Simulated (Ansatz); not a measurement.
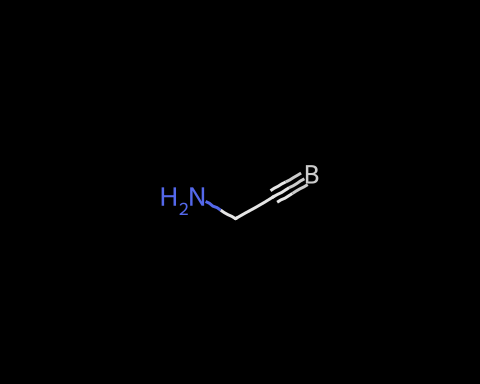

2D structure.

Question: Give its SMILES.

Answer: B#CCN

Question: What is the molecular formula?

Answer: C2H4BN.

Question: An optimisation with PBE0-D4/def2-TZVP gave a structure of which point group?

Answer: C1.

More results for the same structure follow; atom numbers are the same in all pictures, views and colours differ. The geometry was computed by an optimisation with PBE0-D4/def2-TZVP. No frequency run is at hand to confirm it as a minimum.

Shape

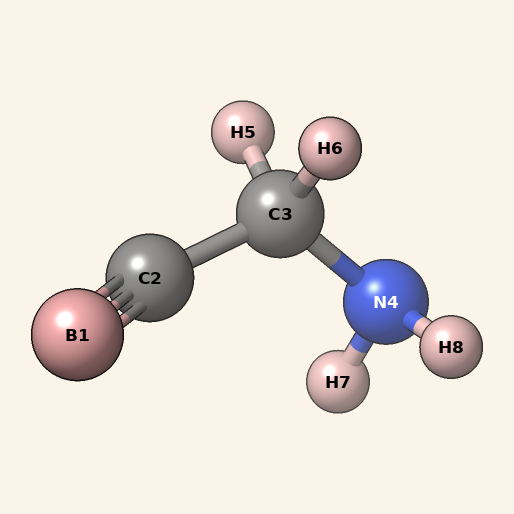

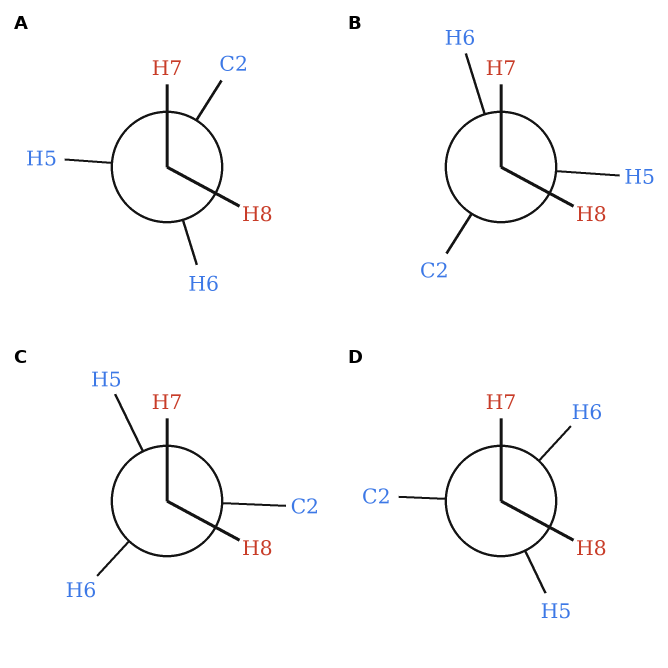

Depth is shown by fading: the farther an atom, the more it takes the colour of the background. Bonds that would overlap in a projection are set slightly apart. No frequency run is at hand to confirm it as a minimum.

Question: Which Newman projection shows the view along N4–C3, with N4 in front?

Answer: A. The torsion angle H7–N4–C3–C2 is 32°, synclinal (gauche).

Electronic properties

No frequency run is at hand to confirm it as a minimum. Level of theory: RKS PBE0-D4/def2-TZVPP (Ansatz 0.2.0).

Computed properties:

- HOMO energy (Kohn–Sham orbital): −6.66 eV
- LUMO energy (Kohn–Sham orbital): −4.57 eV
- HOMO–LUMO gap: 2.09 eV
- dispersion correction: −10.5 kJ/mol

Charges

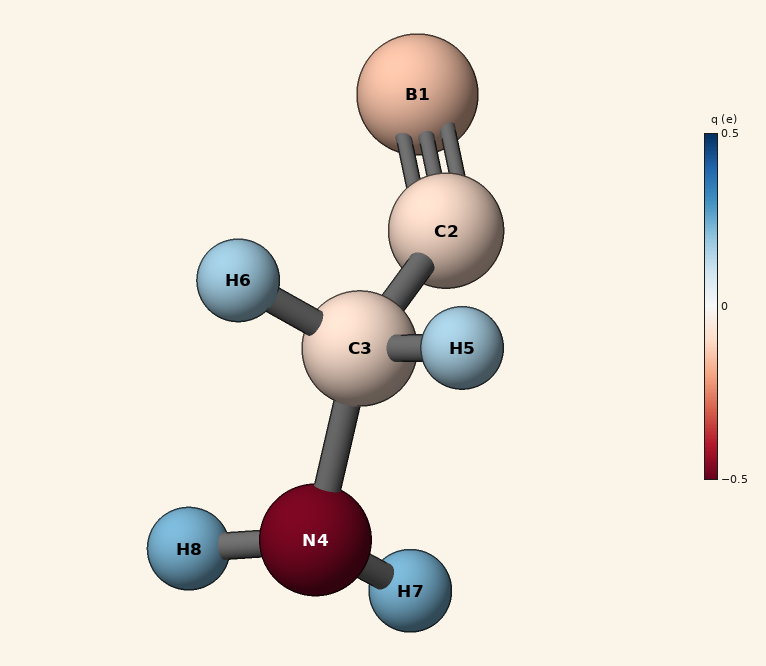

Atoms are coloured by their Mulliken charges. No frequency run is at hand to confirm it as a minimum. Level of theory: RKS PBE0-D4/def2-TZVP (Ansatz 0.2.0).

Question: Which atom carries the highest charge (most positive or least negative)?

Answer: H7, H8 (0.23 e).

Question: And the lowest?

Answer: N4 (−0.47 e).

Give the Mulliken charges atom by atom.

```csv
atom,value (e)
B1,−0.14
C2,−0.09
C3,−0.08
N4,−0.47
H5,0.16
H6,0.17
H7,0.23
H8,0.23
```

Dipole moment

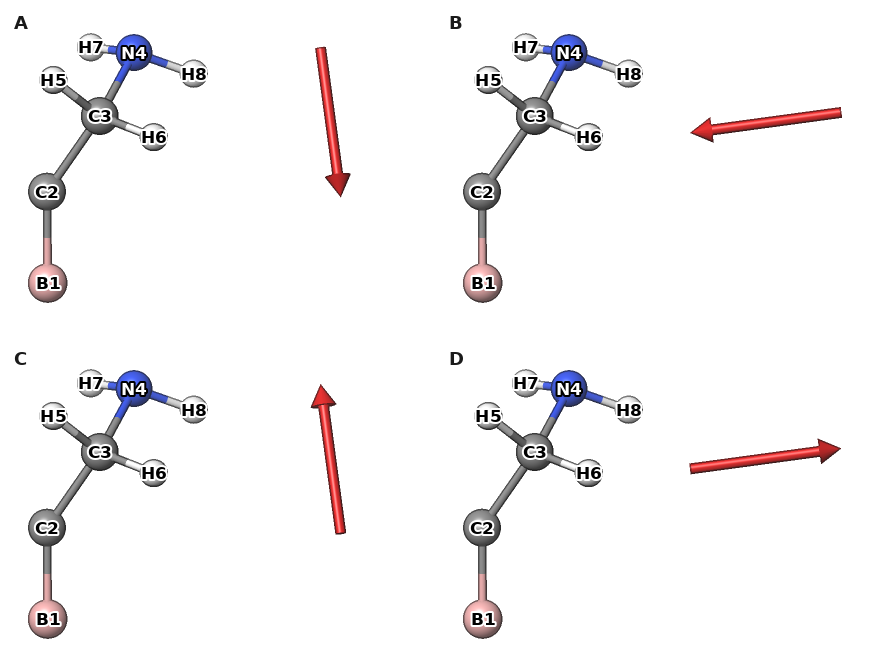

The same molecule four times, each with an arrow. No frequency run is at hand to confirm it as a minimum. Level of theory: RKS PBE0-D4/def2-TZVP (Ansatz 0.2.0).

Question: Which arrow points along the dipole moment, from the negative to the positive end?

Answer: C. The dipole moment is 1.06 D; it points from the side of B1 to the side of H7 (the outermost atoms at the two ends).

Mulliken values depend strongly on the basis set and can even reverse the polarity of a bond.
